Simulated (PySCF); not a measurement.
System: C5H6FO (SMILES F[CH]O[C@]12C[C@H]1C2) (doublet).

```yaml
atoms:
  - { symbol: F, position_ang: [1.7123, 1.2924, -1.1996] }
  - { symbol: C, position_ang: [2.1922, 0.1581, -0.6184] }
  - { symbol: O, position_ang: [1.2653, -0.7471, -0.2390] }
  - { symbol: C, position_ang: [0.0705, -0.3441, 0.2712] }
  - { symbol: C, position_ang: [-1.1661, -1.1628, 0.4269] }
  - { symbol: C, position_ang: [-1.2305, 0.1481, -0.3027] }
  - { symbol: C, position_ang: [-0.5036, 0.9627, 0.7271] }
  - { symbol: H, position_ang: [3.0029, -0.2815, -1.1816] }
  - { symbol: H, position_ang: [-1.6185, -1.2393, 1.4098] }
  - { symbol: H, position_ang: [-1.2366, -2.0701, -0.1588] }
  - { symbol: H, position_ang: [-1.5608, 0.3940, -1.2875] }
  - { symbol: H, position_ang: [-0.0240, 1.8760, 0.4015] }
  - { symbol: H, position_ang: [-0.9074, 1.0141, 1.7333] }
```

Geometry: GFN2-xTB.

Level of theory: UKS B3LYP, pcH-1 on C F H O, non-relativistic, mean-field spin-orbit, GIAO (PySCF 2.14.0, density-fitted response routines).

What can the converged electron density, electron localisation function and spin density tell about the bonding?

C–O (1.35 Å): ρ is about 2.3 e/Å³ halfway, with its minimum of 2 e/Å³ about 0.5 Å from C; the ELF peaks at about 0.90 between the atoms (a polar covalent bond).
C–C (1.50 Å): ρ at the midpoint is about 1.6 e/Å³; the ELF peaks at about 0.85 between the atoms; localised, covalent bonding.
C–H (1.08 Å): ρ at the midpoint is about 2.1 e/Å³; the ELF climbs to about 1 towards the hydrogen, as it does in any bond to H; a covalent bond by its length.
The unpaired spin (1 electron) lies mostly on C2 (about 0.7), O3 (about 0.2) and F1 (about 0.1), in electrons by Hirshfeld's partition.

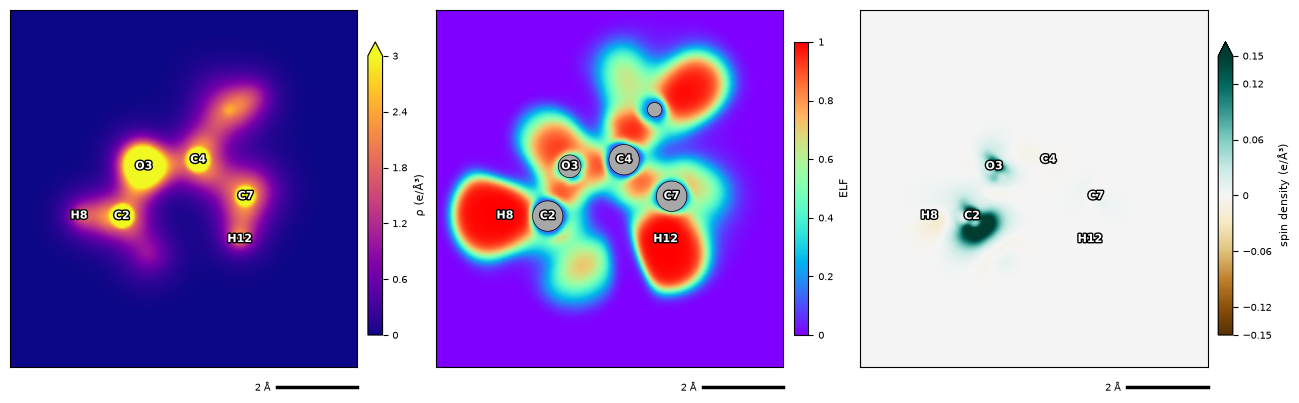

Computed electron density, electron localisation function and spin density on the plane of atoms C2, O3 and C4, in this order. Grey discs cover the atomic cores in the ELF map. 
